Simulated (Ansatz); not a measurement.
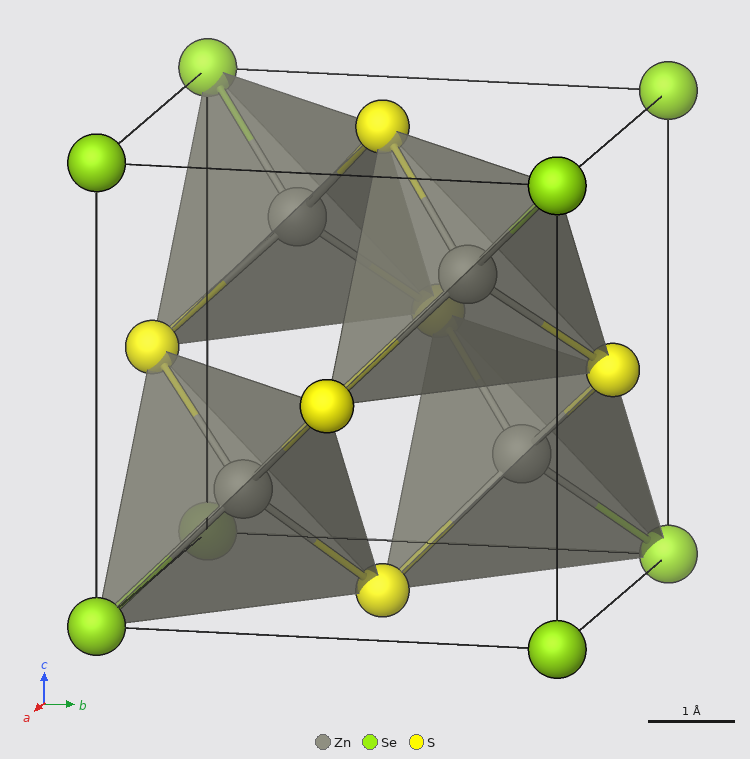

A polyhedral picture of a crystal structure, seen slightly off an axis. Thin lines show the conventional unit cell, with boundary atoms drawn in all their periodic places.

Zn4SeS3, space group P-43m (No. 215), a = 5.516 Å, b = 5.516 Å, c = 5.516 Å, α = 90.00°, β = 90.00°, γ = 90.00°. Origin of the cell: a structure type filled with these elements by a generator (whether the compound takes this form wasn't checked). Earlier steps of the study, as a rule a relaxation of our own, may have changed the cell and positions, so they can lie some per cent off the listed ones. A calculation with Ansatz used it as input.

This one geometry was computed with Ansatz (DFT, plane waves, PAW) at three levels of theory: r2SCAN, PBE and LDA.

Which level gives the highest pressure at this volume, and what does that say about its equilibrium volume?

Answer. Highest: PBE (0.0 GPa), which points to the largest equilibrium volume. Lowest, with the smallest volume: LDA (-5.7 GPa). Levels within 0.5 GPa of each other can't be told apart.

How does the band gap change with the level of theory?

Answer. LDA: a gap of 1.48 eV, direct; PBE: a gap of 1.73 eV, direct; r2SCAN: a gap of 2.27 eV, direct.

Collect the results in a table.

Answer.
| level | cutoff (eV) | k-mesh of the run's cell | gap (eV) | pressure (GPa) |
| --- | --- | --- | --- | --- |
| r2SCAN | 500 | 6×6×6 | 2.27 | -2.2 |
| PBE | 420 | 6×6×6 | 1.73 | 0.0 |
| LDA | 420 | 6×6×6 | 1.48 | -5.7 |

Gaps are taken on the k-mesh or band path of each run.
